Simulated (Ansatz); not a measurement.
# GeH$_{4}$O$_{3}$: molecular dynamics (part 1 of 5)

GeH$_{4}$O$_{3}$, computed with RKS B3LYP-D4/def2-SVP (Ansatz 0.2.0).

It belongs to a series of runs on one base structure; here: dynamics from the start. Figures and captions count atoms from 1; the log counts them from 0 in places.

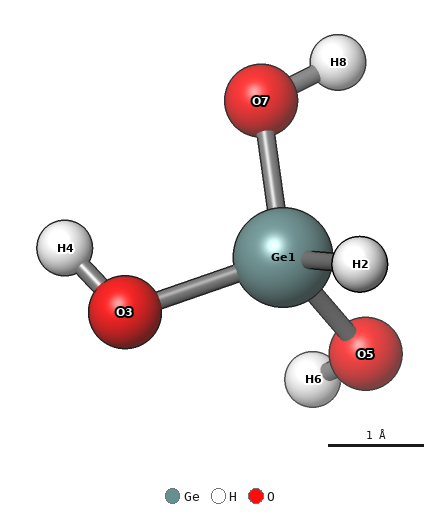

*The starting structure (ball-and-stick view, seen at a tilt; atoms are numbered from 1 in the order of the input). Sticks mark near contacts.*

### Key numbers

| quantity | value |
| --- | --- |
| outcome | finished |
| mean temperature over the second half | 779 K |
| trajectory | 100 steps, 50 fs |
| ensemble | nvt_nose_hoover |
| temperature in the input | 1500.0 K |
| time step | 0.5 fs |
| potential energy (last step) | −62715.2971 eV |
| mean-field energy (last step) | −62715.0859 eV |
| largest force (length of the vector) (last step) | 2.855 eV/Å |
| hardware | 1 thread of AMD EPYC (Zen 5), 32 GiB of memory available, shared host |
| wall time | 2.7 min |
| peak memory | 0.22 GiB |

### Remarks

So short a trajectory is not equilibrated. The temperature stays far from the 1500 K of the thermostat over the second half: the run isn't equilibrated.

### The input
```yaml
crystal:
  periodic: [false, false, false]
  atoms:
    - { symbol: Ge, position_ang: [-0.036792, -0.073244, 0.244885] }
    - { symbol: H, position_ang: [0.089143, 0.127579, 1.755864] }
    - { symbol: O, position_ang: [1.5125, 0.0693, -0.6004] }
    - { symbol: H, position_ang: [1.697446, -0.725194, -1.121061] }
    - { symbol: O, position_ang: [-1.159406, 1.179334, -0.316682] }
    - { symbol: H, position_ang: [-1.086258, 1.342511, -1.267321] }
    - { symbol: O, position_ang: [-0.592169, -1.696728, -0.233732] }
    - { symbol: H, position_ang: [-1.517064, -1.872057, -0.014653] }
basis:
  gaussian: { orbitals: def2-SVP }
hamiltonian:
  xc: b3lyp
  dispersion: d4
md:
  timestep: 0.5
  n_steps: 100
  ensemble: nvt_nose_hoover
  temperature: 1500.0
  initial_velocities: maxwell_boltzmann
  seed: 895235
  nose_hoover: { tau: 100.0, chain_length: 5 }
  temperature_schedule:
    - { n_steps: 25, end_temperature: 1500.0 }
    - { n_steps: 75, end_temperature: 10.0 }
```

Launched with:
```bash
ansatz run input.yaml --threads 1 --pin off --max-ram 2048MiB --backend cpu --events-out ev --progress --plain --runs-dir out
```

### The program's output
```
Engine: ansatz 0.2.0, x86_64-unknown-linux-gnu
Functional definition: B3LYP
  parameter a0 = 0.2
  parameter ax = 0.72
  parameter ac = 0.81
  exchange = (1 - a0 - ax)*slater_x + ax*b88_x + a0*exact_x
  correlation = (1 - ac)*vwn_rpa_c + ac*lyp_c
972 factors; integrals over basis functions are off by at most 3.3e-4 eV
mean field evaluation 1: about -62703.4971 eV, gradient 8.5e1 eV
mean field evaluation 2: about -62679.7703 eV, gradient 1.4e2 eV
mean field evaluation 4: about -62715.5342 eV, gradient 2.3e0 eV
mean field evaluation 8: about -62715.5549 eV, gradient 6.5e-2 eV
mean field -62715.55489541 eV, -2304.7541322764 hartree, gradient 3.1e-5 eV, S^2 0.000000; 0 other end points of the search recorded, 0 dependent functions left out
the calculation of the forces begins
reference -62715.55510572 eV, -2304.7541400053 hartree; 30, 30 occupied and 64, 64 virtual orbitals, 972 factors
md step     0: t =     0.00 fs  T =  1500.0 K (target 1500.0 K)  F+E_penalty+E_count = -62715.76769790 eV  E_kin = 1.163340 eV  conserved = -62714.60435791 eV  (25 SCF iters)
these checks for a lower state are left out or cut short: starts, cluster_reference, orbital_swaps, neighbouring_geometries, increment
972 factors; integrals over basis functions are off by at most 3.2e-4 eV
mean field evaluation 16: about -62715.4958 eV, gradient 2.7e0 eV
mean field -62715.52525212 eV, -2304.7530429057 hartree, gradient 4.7e-5 eV, S^2 0.000000; 0 other end points of the search recorded, 0 dependent functions left out
the calculation of the forces begins
reference -62715.52546469 eV, -2304.7530507173 hartree; 30, 30 occupied and 64, 64 virtual orbitals, 972 factors
md step     1: t =     0.50 fs  T =  1462.2 K (target 1500.0 K)  F+E_penalty+E_count = -62715.73771875 eV  E_kin = 1.134020 eV  conserved = -62714.60369876 eV  (26 SCF iters, 3 dispersion substeps)
[... from here on the SCF iterations and repeated set-up lines of each step are left out, up to the last step ...]
md step     2: t =     1.00 fs  T =  1362.4 K (target 1500.0 K)  F+E_penalty+E_count = -62715.65863736 eV  E_kin = 1.056596 eV  conserved = -62714.60204300 eV  (26 SCF iters, 3 dispersion substeps)
md step     3: t =     1.50 fs  T =  1233.1 K (target 1500.0 K)  F+E_penalty+E_count = -62715.55654406 eV  E_kin = 0.956369 eV  conserved = -62714.60018340 eV  (26 SCF iters, 3 dispersion substeps)
md step     4: t =     2.00 fs  T =  1112.1 K (target 1500.0 K)  F+E_penalty+E_count = -62715.46118962 eV  E_kin = 0.862521 eV  conserved = -62714.59869031 eV  (26 SCF iters, 3 dispersion substeps)
md step     5: t =     2.50 fs  T =  1030.0 K (target 1500.0 K)  F+E_penalty+E_count = -62715.39665565 eV  E_kin = 0.798805 eV  conserved = -62714.59789574 eV  (26 SCF iters, 3 dispersion substeps)
md step     6: t =     3.00 fs  T =  1002.9 K (target 1500.0 K)  F+E_penalty+E_count = -62715.37570673 eV  E_kin = 0.777818 eV  conserved = -62714.59796785 eV  (26 SCF iters, 3 dispersion substeps)
md step     7: t =     3.50 fs  T =  1029.2 K (target 1500.0 K)  F+E_penalty+E_count = -62715.39699466 eV  E_kin = 0.798193 eV  conserved = -62714.59892802 eV  (26 SCF iters, 3 dispersion substeps)
md step     8: t =     4.00 fs  T =  1088.9 K (target 1500.0 K)  F+E_penalty+E_count = -62715.44492348 eV  E_kin = 0.844528 eV  conserved = -62714.60058372 eV  (26 SCF iters, 3 dispersion substeps)
md step     9: t =     4.50 fs  T =  1148.8 K (target 1500.0 K)  F+E_penalty+E_count = -62715.49311898 eV  E_kin = 0.890957 eV  conserved = -62714.60242812 eV  (25 SCF iters, 3 dispersion substeps)
md step    10: t =     5.00 fs  T =  1172.8 K (target 1500.0 K)  F+E_penalty+E_count = -62715.51281659 eV  E_kin = 0.909547 eV  conserved = -62714.60362668 eV  (26 SCF iters, 3 dispersion substeps)
md step    11: t =     5.50 fs  T =  1138.6 K (target 1500.0 K)  F+E_penalty+E_count = -62715.48589223 eV  E_kin = 0.883045 eV  conserved = -62714.60330496 eV  (26 SCF iters, 3 dispersion substeps)
md step    12: t =     6.00 fs  T =  1053.4 K (target 1500.0 K)  F+E_penalty+E_count = -62715.41764878 eV  E_kin = 0.816951 eV  conserved = -62714.60126040 eV  (26 SCF iters, 3 dispersion substeps)
md step    13: t =     6.50 fs  T =   955.2 K (target 1500.0 K)  F+E_penalty+E_count = -62715.33878711 eV  E_kin = 0.740825 eV  conserved = -62714.59863387 eV  (27 SCF iters, 3 dispersion substeps)
md step    14: t =     7.00 fs  T =   891.2 K (target 1500.0 K)  F+E_penalty+E_count = -62715.28782324 eV  E_kin = 0.691188 eV  conserved = -62714.59741946 eV  (27 SCF iters, 3 dispersion substeps)
md step    15: t =     7.50 fs  T =   882.6 K (target 1500.0 K)  F+E_penalty+E_count = -62715.28223231 eV  E_kin = 0.684519 eV  conserved = -62714.59861998 eV  (26 SCF iters, 3 dispersion substeps)
md step    16: t =     8.00 fs  T =   908.0 K (target 1500.0 K)  F+E_penalty+E_count = -62715.30427123 eV  E_kin = 0.704177 eV  conserved = -62714.60113816 eV  (26 SCF iters, 3 dispersion substeps)
md step    17: t =     8.50 fs  T =   921.5 K (target 1500.0 K)  F+E_penalty+E_count = -62715.31647078 eV  E_kin = 0.714676 eV  conserved = -62714.60299327 eV  (26 SCF iters, 3 dispersion substeps)
md step    18: t =     9.00 fs  T =   887.8 K (target 1500.0 K)  F+E_penalty+E_count = -62715.29032627 eV  E_kin = 0.688536 eV  conserved = -62714.60315576 eV  (26 SCF iters, 3 dispersion substeps)
md step    19: t =     9.50 fs  T =   802.0 K (target 1500.0 K)  F+E_penalty+E_count = -62715.22238242 eV  E_kin = 0.622003 eV  conserved = -62714.60191382 eV  (26 SCF iters, 3 dispersion substeps)
md step    20: t =    10.00 fs  T =   686.7 K (target 1500.0 K)  F+E_penalty+E_count = -62715.13103650 eV  E_kin = 0.532604 eV  conserved = -62714.60012928 eV  (26 SCF iters, 3 dispersion substeps)
md step    21: t =    10.50 fs  T =   576.6 K (target 1500.0 K)  F+E_penalty+E_count = -62715.04390347 eV  E_kin = 0.447199 eV  conserved = -62714.59855227 eV  (26 SCF iters, 3 dispersion substeps)
md step    22: t =    11.00 fs  T =   503.3 K (target 1500.0 K)  F+E_penalty+E_count = -62714.98597783 eV  E_kin = 0.390355 eV  conserved = -62714.59761305 eV  (26 SCF iters, 3 dispersion substeps)
md step    23: t =    11.50 fs  T =   486.1 K (target 1500.0 K)  F+E_penalty+E_count = -62714.97237992 eV  E_kin = 0.377029 eV  conserved = -62714.59748406 eV  (26 SCF iters, 3 dispersion substeps)
md step    24: t =    12.00 fs  T =   527.8 K (target 1500.0 K)  F+E_penalty+E_count = -62715.00523445 eV  E_kin = 0.409352 eV  conserved = -62714.59817554 eV  (26 SCF iters, 3 dispersion substeps)
md step    25: t =    12.50 fs  T =   614.2 K (target 1500.0 K)  F+E_penalty+E_count = -62715.07342498 eV  E_kin = 0.476355 eV  conserved = -62714.59955783 eV  (26 SCF iters, 3 dispersion substeps)
md step    26: t =    13.00 fs  T =   717.3 K (target 1490.1 K)  F+E_penalty+E_count = -62715.15489596 eV  E_kin = 0.556325 eV  conserved = -62714.60130120 eV  (26 SCF iters, 3 dispersion substeps)
md step    27: t =    13.50 fs  T =   802.7 K (target 1470.2 K)  F+E_penalty+E_count = -62715.22228583 eV  E_kin = 0.622505 eV  conserved = -62714.60280267 eV  (26 SCF iters, 3 dispersion substeps)
md step    28: t =    14.00 fs  T =   841.7 K (target 1450.3 K)  F+E_penalty+E_count = -62715.25267022 eV  E_kin = 0.652762 eV  conserved = -62714.60326146 eV  (26 SCF iters, 3 dispersion substeps)
md step    29: t =    14.50 fs  T =   826.8 K (target 1430.5 K)  F+E_penalty+E_count = -62715.23969600 eV  E_kin = 0.641270 eV  conserved = -62714.60212833 eV  (26 SCF iters, 3 dispersion substeps)
md step    30: t =    15.00 fs  T =   780.5 K (target 1410.6 K)  F+E_penalty+E_count = -62715.20112292 eV  E_kin = 0.605362 eV  conserved = -62714.59981272 eV  (26 SCF iters, 3 dispersion substeps)
md step    31: t =    15.50 fs  T =   745.6 K (target 1390.7 K)  F+E_penalty+E_count = -62715.17173619 eV  E_kin = 0.578236 eV  conserved = -62714.59789719 eV  (26 SCF iters, 3 dispersion substeps)
md step    32: t =    16.00 fs  T =   756.4 K (target 1370.9 K)  F+E_penalty+E_count = -62715.17985512 eV  E_kin = 0.586622 eV  conserved = -62714.59798314 eV  (27 SCF iters, 3 dispersion substeps)
md step    33: t =    16.50 fs  T =   811.8 K (target 1351.0 K)  F+E_penalty+E_count = -62715.22447707 eV  E_kin = 0.629575 eV  conserved = -62714.60003535 eV  (27 SCF iters, 3 dispersion substeps)
md step    34: t =    17.00 fs  T =   875.5 K (target 1331.1 K)  F+E_penalty+E_count = -62715.27581450 eV  E_kin = 0.678999 eV  conserved = -62714.60237360 eV  (26 SCF iters, 3 dispersion substeps)
md step    35: t =    17.50 fs  T =   905.0 K (target 1311.3 K)  F+E_penalty+E_count = -62715.29924677 eV  E_kin = 0.701882 eV  conserved = -62714.60338318 eV  (26 SCF iters, 3 dispersion substeps)
md step    36: t =    18.00 fs  T =   880.6 K (target 1291.4 K)  F+E_penalty+E_count = -62715.27918751 eV  E_kin = 0.682948 eV  conserved = -62714.60273095 eV  (26 SCF iters, 3 dispersion substeps)
md step    37: t =    18.50 fs  T =   813.4 K (target 1271.5 K)  F+E_penalty+E_count = -62715.22502846 eV  E_kin = 0.630874 eV  conserved = -62714.60110498 eV  (26 SCF iters, 3 dispersion substeps)
md step    38: t =    19.00 fs  T =   734.4 K (target 1251.7 K)  F+E_penalty+E_count = -62715.16162073 eV  E_kin = 0.569604 eV  conserved = -62714.59939848 eV  (27 SCF iters, 3 dispersion substeps)
md step    39: t =    19.50 fs  T =   677.3 K (target 1231.8 K)  F+E_penalty+E_count = -62715.11574655 eV  E_kin = 0.525308 eV  conserved = -62714.59822461 eV  (27 SCF iters, 3 dispersion substeps)
md step    40: t =    20.00 fs  T =   666.0 K (target 1211.9 K)  F+E_penalty+E_count = -62715.10621997 eV  E_kin = 0.516554 eV  conserved = -62714.59784929 eV  (26 SCF iters, 3 dispersion substeps)
md step    41: t =    20.50 fs  T =   708.6 K (target 1192.1 K)  F+E_penalty+E_count = -62715.13922633 eV  E_kin = 0.549530 eV  conserved = -62714.59829771 eV  (27 SCF iters, 3 dispersion substeps)
md step    42: t =    21.00 fs  T =   795.8 K (target 1172.2 K)  F+E_penalty+E_count = -62715.20760542 eV  E_kin = 0.617219 eV  conserved = -62714.59945703 eV  (27 SCF iters, 3 dispersion substeps)
md step    43: t =    21.50 fs  T =   904.1 K (target 1152.3 K)  F+E_penalty+E_count = -62715.29265259 eV  E_kin = 0.701170 eV  conserved = -62714.60109507 eV  (27 SCF iters, 3 dispersion substeps)
md step    44: t =    22.00 fs  T =  1000.0 K (target 1132.5 K)  F+E_penalty+E_count = -62715.36814218 eV  E_kin = 0.775574 eV  conserved = -62714.60279599 eV  (27 SCF iters, 3 dispersion substeps)
md step    45: t =    22.50 fs  T =  1050.0 K (target 1112.6 K)  F+E_penalty+E_count = -62715.40735067 eV  E_kin = 0.814338 eV  conserved = -62714.60390807 eV  (26 SCF iters, 3 dispersion substeps)
md step    46: t =    23.00 fs  T =  1033.3 K (target 1092.7 K)  F+E_penalty+E_count = -62715.39349436 eV  E_kin = 0.801387 eV  conserved = -62714.60368431 eV  (26 SCF iters, 3 dispersion substeps)
md step    47: t =    23.50 fs  T =   955.9 K (target 1072.9 K)  F+E_penalty+E_count = -62715.33089034 eV  E_kin = 0.741320 eV  conserved = -62714.60180004 eV  (25 SCF iters, 3 dispersion substeps)
md step    48: t =    24.00 fs  T =   854.5 K (target 1053.0 K)  F+E_penalty+E_count = -62715.24888223 eV  E_kin = 0.662684 eV  conserved = -62714.59902719 eV  (26 SCF iters, 3 dispersion substeps)
md step    49: t =    24.50 fs  T =   780.8 K (target 1033.1 K)  F+E_penalty+E_count = -62715.18932909 eV  E_kin = 0.605539 eV  conserved = -62714.59716597 eV  (26 SCF iters, 3 dispersion substeps)
md step    50: t =    25.00 fs  T =   768.8 K (target 1013.3 K)  F+E_penalty+E_count = -62715.17995693 eV  E_kin = 0.596251 eV  conserved = -62714.59760713 eV  (26 SCF iters, 3 dispersion substeps)
md step    51: t =    25.50 fs  T =   811.0 K (target 993.4 K)  F+E_penalty+E_count = -62715.21438415 eV  E_kin = 0.628960 eV  conserved = -62714.59986947 eV  (26 SCF iters, 3 dispersion substeps)
md step    52: t =    26.00 fs  T =   866.3 K (target 973.5 K)  F+E_penalty+E_count = -62715.25890883 eV  E_kin = 0.671833 eV  conserved = -62714.60210541 eV  (26 SCF iters, 3 dispersion substeps)
md step    53: t =    26.50 fs  T =   892.1 K (target 953.7 K)  F+E_penalty+E_count = -62715.27913543 eV  E_kin = 0.691863 eV  conserved = -62714.60291832 eV  (27 SCF iters, 3 dispersion substeps)
md step    54: t =    27.00 fs  T =   870.7 K (target 933.8 K)  F+E_penalty+E_count = -62715.26121669 eV  E_kin = 0.675264 eV  conserved = -62714.60221913 eV  (26 SCF iters, 3 dispersion substeps)
md step    55: t =    27.50 fs  T =   813.1 K (target 913.9 K)  F+E_penalty+E_count = -62715.21447232 eV  E_kin = 0.630610 eV  conserved = -62714.60072429 eV  (28 SCF iters, 3 dispersion substeps)
md step    56: t =    28.00 fs  T =   747.2 K (target 894.1 K)  F+E_penalty+E_count = -62715.16131559 eV  E_kin = 0.579520 eV  conserved = -62714.59921364 eV  (27 SCF iters, 3 dispersion substeps)
md step    57: t =    28.50 fs  T =   702.7 K (target 874.2 K)  F+E_penalty+E_count = -62715.12525378 eV  E_kin = 0.545001 eV  conserved = -62714.59819274 eV  (27 SCF iters, 3 dispersion substeps)
md step    58: t =    29.00 fs  T =   700.3 K (target 854.3 K)  F+E_penalty+E_count = -62715.12253676 eV  E_kin = 0.543087 eV  conserved = -62714.59789967 eV  (27 SCF iters, 3 dispersion substeps)
md step    59: t =    29.50 fs  T =   746.0 K (target 834.5 K)  F+E_penalty+E_count = -62715.15795418 eV  E_kin = 0.578538 eV  conserved = -62714.59839747 eV  (27 SCF iters, 3 dispersion substeps)
md step    60: t =    30.00 fs  T =   829.8 K (target 814.6 K)  F+E_penalty+E_count = -62715.22364280 eV  E_kin = 0.643588 eV  conserved = -62714.59961858 eV  (26 SCF iters, 3 dispersion substeps)
md step    61: t =    30.50 fs  T =   927.3 K (target 794.7 K)  F+E_penalty+E_count = -62715.30030576 eV  E_kin = 0.719193 eV  conserved = -62714.60132591 eV  (25 SCF iters, 3 dispersion substeps)
md step    62: t =    31.00 fs  T =  1004.8 K (target 774.9 K)  F+E_penalty+E_count = -62715.36140491 eV  E_kin = 0.779313 eV  conserved = -62714.60301296 eV  (26 SCF iters, 3 dispersion substeps)
md step    63: t =    31.50 fs  T =  1030.6 K (target 755.0 K)  F+E_penalty+E_count = -62715.38150620 eV  E_kin = 0.799268 eV  conserved = -62714.60389427 eV  (26 SCF iters, 3 dispersion substeps)
md step    64: t =    32.00 fs  T =   989.8 K (target 735.1 K)  F+E_penalty+E_count = -62715.34846640 eV  E_kin = 0.767641 eV  conserved = -62714.60319805 eV  (26 SCF iters, 3 dispersion substeps)
md step    65: t =    32.50 fs  T =   898.2 K (target 715.3 K)  F+E_penalty+E_count = -62715.27448030 eV  E_kin = 0.696631 eV  conserved = -62714.60087946 eV  (26 SCF iters, 3 dispersion substeps)
md step    66: t =    33.00 fs  T =   800.5 K (target 695.4 K)  F+E_penalty+E_count = -62715.19547157 eV  E_kin = 0.620859 eV  conserved = -62714.59822583 eV  (26 SCF iters, 3 dispersion substeps)
md step    67: t =    33.50 fs  T =   745.5 K (target 675.5 K)  F+E_penalty+E_count = -62715.15125145 eV  E_kin = 0.578183 eV  conserved = -62714.59720827 eV  (26 SCF iters, 3 dispersion substeps)
md step    68: t =    34.00 fs  T =   751.8 K (target 655.7 K)  F+E_penalty+E_count = -62715.15699228 eV  E_kin = 0.583037 eV  conserved = -62714.59860228 eV  (26 SCF iters, 3 dispersion substeps)
md step    69: t =    34.50 fs  T =   794.7 K (target 635.8 K)  F+E_penalty+E_count = -62715.19230230 eV  E_kin = 0.616342 eV  conserved = -62714.60112703 eV  (26 SCF iters, 3 dispersion substeps)
md step    70: t =    35.00 fs  T =   828.2 K (target 615.9 K)  F+E_penalty+E_count = -62715.21944901 eV  E_kin = 0.642288 eV  conserved = -62714.60286496 eV  (25 SCF iters, 3 dispersion substeps)
md step    71: t =    35.50 fs  T =   818.4 K (target 596.1 K)  F+E_penalty+E_count = -62715.21141480 eV  E_kin = 0.634687 eV  conserved = -62714.60296575 eV  (26 SCF iters, 3 dispersion substeps)
md step    72: t =    36.00 fs  T =   761.3 K (target 576.2 K)  F+E_penalty+E_count = -62715.16551474 eV  E_kin = 0.590442 eV  conserved = -62714.60181370 eV  (26 SCF iters, 3 dispersion substeps)
md step    73: t =    36.50 fs  T =   677.8 K (target 556.3 K)  F+E_penalty+E_count = -62715.09872879 eV  E_kin = 0.525677 eV  conserved = -62714.60024096 eV  (26 SCF iters, 3 dispersion substeps)
md step    74: t =    37.00 fs  T =   598.3 K (target 536.5 K)  F+E_penalty+E_count = -62715.03534310 eV  E_kin = 0.464004 eV  conserved = -62714.59892090 eV  (26 SCF iters, 3 dispersion substeps)
md step    75: t =    37.50 fs  T =   549.2 K (target 516.6 K)  F+E_penalty+E_count = -62714.99620595 eV  E_kin = 0.425920 eV  conserved = -62714.59821801 eV  (26 SCF iters, 3 dispersion substeps)
md step    76: t =    38.00 fs  T =   544.7 K (target 496.7 K)  F+E_penalty+E_count = -62714.99248615 eV  E_kin = 0.422480 eV  conserved = -62714.59827135 eV  (27 SCF iters, 3 dispersion substeps)
md step    77: t =    38.50 fs  T =   583.7 K (target 476.9 K)  F+E_penalty+E_count = -62715.02314813 eV  E_kin = 0.452678 eV  conserved = -62714.59907641 eV  (27 SCF iters, 3 dispersion substeps)
md step    78: t =    39.00 fs  T =   649.3 K (target 457.0 K)  F+E_penalty+E_count = -62715.07505635 eV  E_kin = 0.503549 eV  conserved = -62714.60048012 eV  (26 SCF iters, 3 dispersion substeps)
md step    79: t =    39.50 fs  T =   713.1 K (target 437.1 K)  F+E_penalty+E_count = -62715.12576567 eV  E_kin = 0.553034 eV  conserved = -62714.60209890 eV  (26 SCF iters, 3 dispersion substeps)
md step    80: t =    40.00 fs  T =   743.4 K (target 417.3 K)  F+E_penalty+E_count = -62715.15006623 eV  E_kin = 0.576579 eV  conserved = -62714.60325763 eV  (26 SCF iters, 3 dispersion substeps)
md step    81: t =    40.50 fs  T =   719.3 K (target 397.4 K)  F+E_penalty+E_count = -62715.13081463 eV  E_kin = 0.557834 eV  conserved = -62714.60313465 eV  (26 SCF iters, 3 dispersion substeps)
md step    82: t =    41.00 fs  T =   645.2 K (target 377.5 K)  F+E_penalty+E_count = -62715.07119584 eV  E_kin = 0.500363 eV  conserved = -62714.60132274 eV  (26 SCF iters, 3 dispersion substeps)
md step    83: t =    41.50 fs  T =   557.1 K (target 357.7 K)  F+E_penalty+E_count = -62714.99984264 eV  E_kin = 0.432052 eV  conserved = -62714.59855999 eV  (26 SCF iters, 3 dispersion substeps)
md step    84: t =    42.00 fs  T =   506.7 K (target 337.8 K)  F+E_penalty+E_count = -62714.95869546 eV  E_kin = 0.392989 eV  conserved = -62714.59671105 eV  (26 SCF iters, 3 dispersion substeps)
md step    85: t =    42.50 fs  T =   527.7 K (target 317.9 K)  F+E_penalty+E_count = -62714.97530499 eV  E_kin = 0.409250 eV  conserved = -62714.59727650 eV  (26 SCF iters, 3 dispersion substeps)
md step    86: t =    43.00 fs  T =   609.9 K (target 298.1 K)  F+E_penalty+E_count = -62715.04132727 eV  E_kin = 0.472995 eV  conserved = -62714.59977646 eV  (25 SCF iters, 3 dispersion substeps)
md step    87: t =    43.50 fs  T =   707.6 K (target 278.2 K)  F+E_penalty+E_count = -62715.11936638 eV  E_kin = 0.548809 eV  conserved = -62714.60223063 eV  (26 SCF iters, 3 dispersion substeps)
md step    88: t =    44.00 fs  T =   774.1 K (target 258.3 K)  F+E_penalty+E_count = -62715.17156914 eV  E_kin = 0.600329 eV  conserved = -62714.60312531 eV  (26 SCF iters, 3 dispersion substeps)
md step    89: t =    44.50 fs  T =   789.5 K (target 238.5 K)  F+E_penalty+E_count = -62715.18264186 eV  E_kin = 0.612306 eV  conserved = -62714.60238171 eV  (26 SCF iters, 3 dispersion substeps)
md step    90: t =    45.00 fs  T =   765.6 K (target 218.6 K)  F+E_penalty+E_count = -62715.16240883 eV  E_kin = 0.593731 eV  conserved = -62714.60081044 eV  (26 SCF iters, 3 dispersion substeps)
md step    91: t =    45.50 fs  T =   731.4 K (target 198.7 K)  F+E_penalty+E_count = -62715.13436725 eV  E_kin = 0.567230 eV  conserved = -62714.59927647 eV  (26 SCF iters, 3 dispersion substeps)
```
